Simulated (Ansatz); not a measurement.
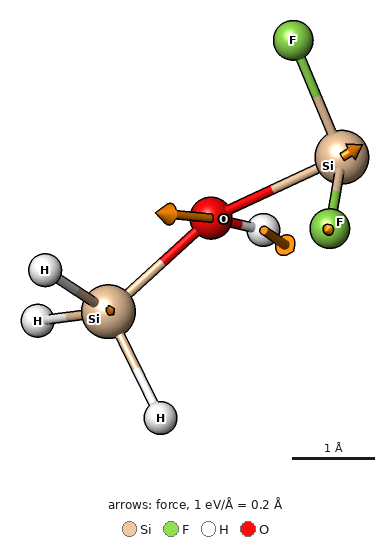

Starting geometry of Si2H4OF2 (started from a transition state, displaced along its imaginary mode) with the computed forces as orange arrows. A ball-and-stick model, seen from a free direction.

Theory: RKS PBE0-D4/def2-TZVP in Ansatz 0.2.0.

Input
```yaml
crystal:
  periodic: [false, false, false]
  atoms:
    - {symbol: Si, position_ang: [-1.555890, -1.345234, 0.061493]}
    - {symbol: F, position_ang: [-0.347118, -2.034913, 0.861996]}
    - {symbol: F, position_ang: [-1.421141, -1.993231, -1.409696]}
    - {symbol: H, position_ang: [-1.345357, 0.597142, 0.142728]}
    - {symbol: O, position_ang: [-0.576976, 0.312245, -0.252688]}
    - {symbol: Si, position_ang: [1.004858, 0.973152, 0.085214]}
    - {symbol: H, position_ang: [0.989135, 2.373168, -0.412007]}
    - {symbol: H, position_ang: [1.218834, 0.942572, 1.551652]}
    - {symbol: H, position_ang: [2.033554, 0.175298, -0.628792]}
basis:
  gaussian: {orbitals: def2-TZVP}
hamiltonian: {xc: pbe0, dispersion: d4}
relax: {f_tol: 0.005, max_steps: 200}
```

Run as
```bash
ansatz run in.yaml --threads 4 --pin off --events-out ev --progress --plain --max-ram 9574MiB
```

Question: Is this structure relaxed? If not, where do the atoms go?

Answer: It isn't relaxed: the largest force vector, on O5, is 4.57 eV/Å. The final displacements have little in common with the starting forces (cosine between the two patterns −0.13). Over 27 accepted moves (30 points after the start) the energy falls by 57.3 kJ/mol. The largest force component goes from 4.1 to 0.0024 eV/Å. The line search rejected the trial steps at points 10, 21, 23 of the run. The forces were under the threshold at step 11, but the run went on from there. The atom that moves furthest after the best rigid fit is H4 (0.75 Å). By element the largest moves are H 0.75 Å, F 0.41 Å, O 0.41 Å, Si 0.26 Å. Among the contacts that change: Si1–H4 1.955 → 2.647 Å, Si1–O5 1.950 → 2.101 Å, H4–O5 0.910 → 0.962 Å, O5–Si6 1.747 → 1.704 Å. Bond angles that change, for instance: Si1–O5–H4 76.8° → 114.4°, Si1–O5–Si6 138.1° → 121.2°, F2–Si1–O5 93.9° → 83.7°.
